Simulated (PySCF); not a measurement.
Vertical excitations of a molecule C2H7FOSi from PySCF with TDDFT-PBE/def2-SVPD, as energy in eV (oscillator strength): 7.02 (0.004), 7.16 (0.012), 7.36 (0.018), 7.44 (0.008), 7.61 (0.054), 7.73 (0.018), 7.79 (0.027), 8.05 (0.002), 8.14 (0.026), 8.20 (0.029). Lowest triplet (TDA): 6.85 eV. Geometry: B3LYP-D3(BJ)/def2-SVP. The values are those of a single conformer.

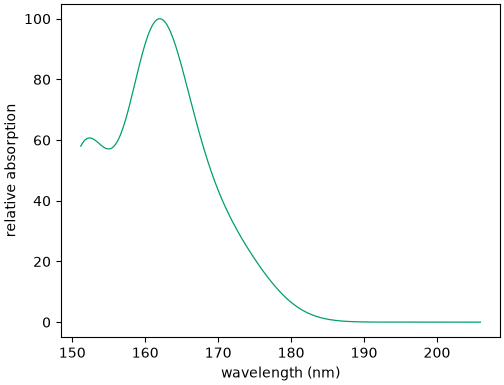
The lines broadened by 0.4 eV.

Task: Pick the molecule that these values belong to.
(A) CC[Si@@H](O)F
(B) CO[SiH](C)F
(C) C[Si@H](O)CF
(D) C[Si](C)(O)F

Result: B, CO[SiH](C)F
